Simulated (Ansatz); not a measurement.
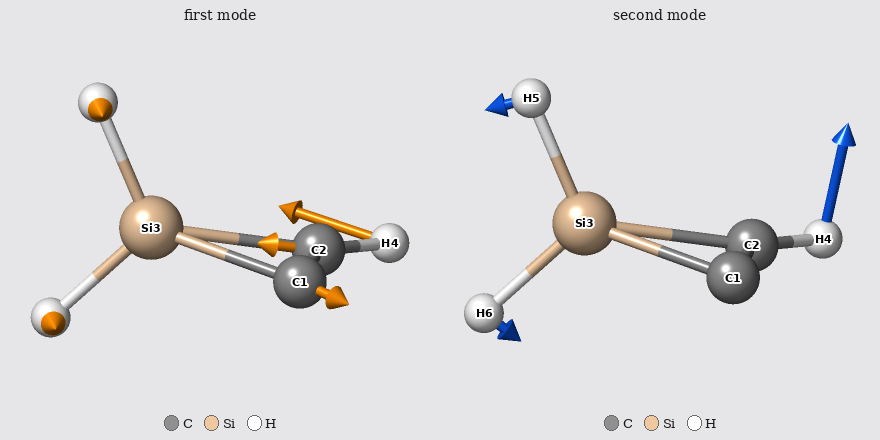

The system is C₂H₃Si, SMILES [C]1=C[SiH2]1, spin multiplicity 2; the picture shows the reference structure; its two panels give the patterns of the first and the second mode as arrows. The first coordinate is: normal mode 4 (697 cm⁻¹); the second: normal mode 6 (800 cm⁻¹). Nothing is relaxed (straight displacements along the two mass-weighted modes). The scan uses a 15 × 15 grid; 120 points were computed and 105 follow by symmetry. All energies are given in kcal/mol relative to the lowest grid point. Level of theory: UHF/def2-TZVP (Ansatz 0.2.0).

Its coordinates:

```json
{"atom": "C", "x (Å)": "0.8037", "y (Å)": "-0.9751", "z (Å)": "0.4530"}
{"atom": "C", "x (Å)": "-0.3431", "y (Å)": "-1.0506", "z (Å)": "-0.1435"}
{"atom": "Si", "x (Å)": "0.1983", "y (Å)": "0.6997", "z (Å)": "0.0798"}
{"atom": "H", "x (Å)": "-1.0812", "y (Å)": "-1.7358", "z (Å)": "-0.5058"}
{"atom": "H", "x (Å)": "0.7710", "y (Å)": "1.4945", "z (Å)": "-1.0133"}
{"atom": "H", "x (Å)": "-0.3487", "y (Å)": "1.5674", "z (Å)": "1.1298"}
```

Range: normal mode 4 (697 cm⁻¹) from −0.819 to 0.819 amu½·Å; normal mode 6 (800 cm⁻¹) from −0.568 to 0.568 amu½·Å.

Q: Predict the map.

A: The lowest grid point is at normal mode 4 (697 cm⁻¹) = 0.000 amu½·Å, normal mode 6 (800 cm⁻¹) = 0.000 amu½·Å. No other kind of well shows on this grid. The highest grid point, normal mode 4 (697 cm⁻¹) = 0.819 amu½·Å, normal mode 6 (800 cm⁻¹) = −0.568 amu½·Å, lies 28.7 kcal/mol above the lowest.

```
normal mode 6 (800 cm⁻¹) ↓, normal mode 4 (697 cm⁻¹) →  −0.819  −0.702  −0.585  −0.468  −0.351  −0.234  −0.117  0.000  0.117  0.234  0.351  0.468  0.585  0.702  0.819
                                                 0.568    27.3    23.4    20.2    17.5    15.5    14.0    13.2   12.9   13.2   14.1   15.7   17.9   20.8   24.4   28.7
                                                 0.487    23.3    19.5    16.2    13.6    11.5    10.0     9.2    8.9    9.2   10.1   11.7   13.9   16.7   20.4   24.7
                                                 0.406    20.2    16.3    13.1    10.4     8.4     6.9     6.0    5.8    6.1    7.0    8.5   10.7   13.6   17.2   21.5
                                                 0.325    17.7    13.9    10.7     8.0     6.0     4.6     3.7    3.4    3.7    4.6    6.1    8.3   11.2   14.7   19.1
                                                 0.243    16.0    12.1     9.0     6.4     4.4     2.9     2.1    1.8    2.1    3.0    4.5    6.6    9.4   13.0   17.3
                                                 0.162    14.8    11.0     7.8     5.3     3.3     1.9     1.0    0.8    1.0    1.9    3.4    5.5    8.3   11.9   16.2
                                                 0.081    14.1    10.4     7.2     4.7     2.7     1.3     0.5    0.2    0.5    1.3    2.8    4.9    7.7   11.2   15.5
                                                 0.000    13.9    10.2     7.0     4.5     2.5     1.1     0.3    0.0    0.3    1.1    2.6    4.7    7.5   11.0   15.3
                                                −0.081    14.1    10.4     7.2     4.7     2.7     1.3     0.5    0.2    0.5    1.3    2.8    4.9    7.7   11.2   15.5
                                                −0.162    14.8    11.0     7.8     5.3     3.3     1.9     1.0    0.8    1.0    1.9    3.4    5.5    8.3   11.9   16.2
                                                −0.243    16.0    12.1     9.0     6.4     4.4     2.9     2.1    1.8    2.1    3.0    4.5    6.6    9.4   13.0   17.3
                                                −0.325    17.7    13.9    10.7     8.0     6.0     4.6     3.7    3.4    3.7    4.6    6.1    8.3   11.2   14.7   19.1
                                                −0.406    20.2    16.3    13.1    10.4     8.4     6.9     6.0    5.8    6.1    7.0    8.5   10.7   13.6   17.2   21.5
                                                −0.487    23.3    19.5    16.2    13.6    11.5    10.0     9.2    8.9    9.2   10.1   11.7   13.9   16.7   20.4   24.7
                                                −0.568    27.3    23.4    20.2    17.5    15.5    14.0    13.2   12.9   13.2   14.1   15.7   17.9   20.8   24.4   28.7
```

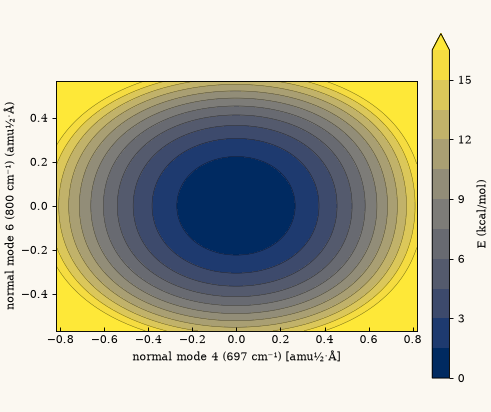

Drawn: filled contours, one colour for all values above the top of the scale. Between grid points the surface is interpolated.

Time for the 120 points that were run: 19 min on 1 thread of Arm Neoverse N1 (shared host).
